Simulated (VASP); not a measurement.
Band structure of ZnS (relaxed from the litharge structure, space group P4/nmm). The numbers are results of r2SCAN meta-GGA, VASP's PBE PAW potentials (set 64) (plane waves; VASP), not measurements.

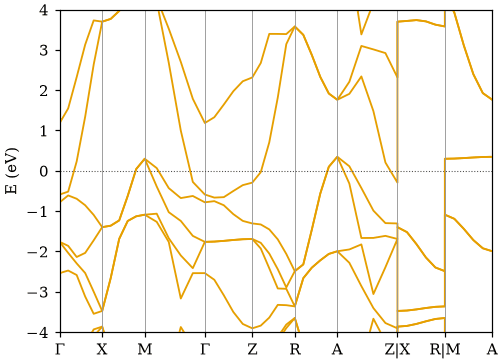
Bands along high-symmetry lines, zero at the valence-band maximum or, without a gap, the Fermi level

Problem. Read the plot: is there a gap, and where are the band edges?

Solution. It has no gap at this level: it comes out as a metal or semimetal.

The structure was generated: ZnS was put into the litharge type (P4/nmm), which need not be its known phase. It was relaxed first, which changed the volume by +24 %.
